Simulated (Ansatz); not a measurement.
# What a change does: geometry relaxation on B3F2

System: B3F2, charge +1.
Method of run 1: RKS PBE-D4/def2-SVP (Ansatz 0.2.0).

The geometry: PBE-D4/def2-SVP start. Text and figures count atoms from 1; the logs count them from 0 in places.

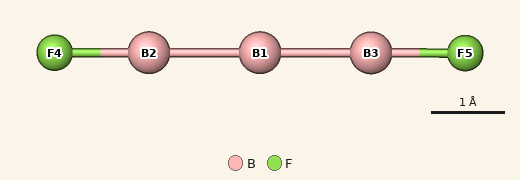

**Figure 1.** The structure as given in the input (ball-and-stick view, seen at a tilt; atoms are numbered from 1 in the order of the input). Bond lengths as drawn: B–B 1.52 Å and B–F 1.29 Å.

**The input, run 1**
```yaml
crystal:
  periodic: [false, false, false]
  atoms:
    - {symbol: B, position_ang: [-0.000277, -0.001121, -0.001269]}
    - {symbol: B, position_ang: [1.501079, -0.226965, -0.125150]}
    - {symbol: B, position_ang: [-1.501205, 0.226288, 0.124920]}
    - {symbol: F, position_ang: [2.776084, -0.418163, -0.230431]}
    - {symbol: F, position_ang: [-2.775692, 0.419961, 0.231940]}
basis:
  gaussian: {orbitals: def2-SVP}
total_charge: 1
hamiltonian: {xc: pbe, dispersion: d4}
scf: {omitted_lower_state_checks: [starts]}
output: {orbitals: {seedname: orbitals}}
relax: {f_tol: 0.02, max_steps: 100}
```

Command:
```bash
ansatz run in.yaml --threads 4 --pin off --events-out ev --progress --plain --max-ram 3916MiB
```

Hardware: 4 threads of Arm Neoverse V1, 23 GiB of memory available, shared host.

**Output, shortened to warnings, some set-up lines, iterations and results (run 1)**
```
[...]
mean field evaluation 1: about -7429.2742 eV, gradient 7.6e1 eV
mean field evaluation 2: about -7351.6743 eV, gradient 2.3e2 eV
mean field evaluation 4: about -7438.0279 eV, gradient 1.3e1 eV
mean field evaluation 8: about -7438.5481 eV, gradient 2.5e0 eV
mean field evaluation 16: about -7438.5248 eV, gradient 4.2e-4 eV
mean field evaluation 32: about -7438.5248 eV, gradient 2.2e-8 eV
relax step   1: F+E_penalty+E_count = -7438.59807290 eV  Δ(F+E_penalty+E_count) = +0.000e0 eV  max|allowed force component| = 3.741e0 eV/Å  Δτ_max = 0.0000 Å  (194 SCF iters, …
relax step   2: F+E_penalty+E_count = -7438.75538373 eV  Δ(F+E_penalty+E_count) = -1.573e-1 eV  max|allowed force component| = 1.099e0 eV/Å  Δτ_max = 0.0425 Å  (110 SCF …
mean field evaluation 64: about -7438.6971 eV, gradient 1.1e-1 eV
relax step   3: F+E_penalty+E_count = -7438.76949934 eV  Δ(F+E_penalty+E_count) = -1.412e-2 eV  max|allowed force component| = 5.884e-2 eV/Å  Δτ_max = 0.0121 Å  (118 SCF …
mean field evaluation 96: about -7438.7051 eV, gradient 5.2e-1 eV
relax step   4: F+E_penalty+E_count = -7438.76956631 eV  Δ(F+E_penalty+E_count) = -6.697e-5 eV  max|allowed force component| = 1.555e-3 eV/Å  Δτ_max = 0.0015 Å  (133 SCF …
these checks for a lower state are left out or cut short: starts
758 factors; their error is unknown
mean field -7438.69722484 eV, -273.3670808828 hartree, gradient 9.9e-10 eV, S^2 0.000000; 0 other end points of the search recorded, 0 dependent functions left out
the calculation of the forces begins
reference -7438.69725530 eV, -273.3670820022 hartree; 16, 16 occupied and 54, 54 virtual orbitals, 758 factors
Total energy: -7438.76959677 eV, -273.3697405021 hartree
Atom 0 at    -0.000086    -0.000363    -0.000352 Å, force     0.000054     0.000035     0.000587 eV/Å
Atom 1 at     1.555454    -0.234918    -0.129619 Å, force     0.001555    -0.000019    -0.000359 eV/Å
Atom 2 at    -1.555497     0.234733     0.129488 Å, force    -0.001534     0.000431    -0.000145 eV/Å
Atom 3 at     2.794443    -0.421582    -0.232483 Å, force    -0.000573    -0.000147    -0.000009 eV/Å
Atom 4 at    -2.794324     0.422130     0.232977 Å, force     0.000498    -0.000300    -0.000074 eV/Å
Dipole moment:    -0.000037    -0.000128    -0.000217 e Å
Checks for a lower state left out: starts
```

The input of run 2 differs as follows (lines with − go, lines with + come):
```diff
-total_charge: 1
+magnetization: {spin_polarized: true, initial_magnetization: 3}
```

How does run 2 compare with run 1?

The two differ by one electron: with each relaxed, adding it changes the energy by −7.27 eV. The HOMO goes from −11.53 to −4.08 eV. The LUMO goes from −11.81 to −4.32 eV. On the same kind of shared host run 2 took about 5.5 times as long.

**Output, shortened to warnings, some set-up lines, iterations and results (run 2)**
```
[...]
mean field evaluation 1: about -7442.6412 eV, gradient 2.1e1 eV
mean field evaluation 2: about -7442.7978 eV, gradient 2.2e1 eV
mean field evaluation 4: about -7445.3147 eV, gradient 1.4e0 eV
mean field evaluation 8: about -7445.2917 eV, gradient 1.2e-2 eV
mean field evaluation 16: about -7445.2917 eV, gradient 1.7e-5 eV
[... 34 lines ...]
relax step  25: F+E_penalty+E_count = -7446.03426142 eV  Δ(F+E_penalty+E_count) = +1.798e-4 eV  max|allowed force component| = 2.574e-1 eV/Å  Δτ_max = 0.0319 Å  (31 SCF …
relax step  26: F+E_penalty+E_count = -7446.03587335 eV  Δ(F+E_penalty+E_count) = -1.432e-3 eV  max|allowed force component| = 4.942e-2 eV/Å  Δτ_max = 0.0160 Å  (30 SCF …
relax step  27: F+E_penalty+E_count = -7446.03581464 eV  Δ(F+E_penalty+E_count) = +5.871e-5 eV  max|allowed force component| = 3.078e-2 eV/Å  Δτ_max = 0.0048 Å  (30 SCF …
mean field evaluation 352: about -7445.9503 eV, gradient 1.3e-1 eV
relax step  28: F+E_penalty+E_count = -7446.03591242 eV  Δ(F+E_penalty+E_count) = -3.907e-5 eV  max|allowed force component| = 1.956e-2 eV/Å  Δτ_max = 0.0023 Å  (26 SCF …
these checks for a lower state are left out or cut short: starts
758 factors; their error is unknown
mean field -7445.95037459 eV, -273.6336292197 hartree, gradient 1.9e-5 eV, S^2 3.756994; 0 other end points of the search recorded, 0 dependent functions left out
the calculation of the forces begins
reference -7445.95040837 eV, -273.6336304610 hartree; 18, 15 occupied and 52, 55 virtual orbitals, 758 factors
Total energy: -7446.03594620 eV, -273.6367739183 hartree
Atom 0 at     0.005110    -0.084669     0.019010 Å, force     0.007044    -0.004593    -0.002421 eV/Å
Atom 1 at     1.547131    -0.665998    -0.043995 Å, force    -0.019559    -0.001300     0.003492 eV/Å
Atom 2 at    -1.479184     0.412690     0.086501 Å, force    -0.010572     0.000977     0.001590 eV/Å
Atom 3 at     2.699247    -0.076320    -0.289771 Å, force     0.012454     0.005233    -0.002105 eV/Å
Atom 4 at    -2.772315     0.414297     0.228264 Å, force     0.010633    -0.000317    -0.000556 eV/Å
Dipole moment:    -0.230881     0.115099     0.003677 e Å
Checks for a lower state left out: starts
```

**The two runs side by side**

| quantity | run 1 | run 2 |
| --- | --- | --- |
| outcome | converged | converged |
| total energy (hartree) | −273.369741 | −273.636774 |
| HOMO (eV) | −11.53 | −4.08 |
| LUMO (eV) | −11.81 | −4.32 |
| largest force (eV/Å) | 0.002 | 0.020 |
| basis functions | 70 | 70 |
| dipole moment (D) | – | 1.24 |
| ⟨S²⟩ | – | 3.757 |
| wall time (shared host) | 9.5 s | 52 s |
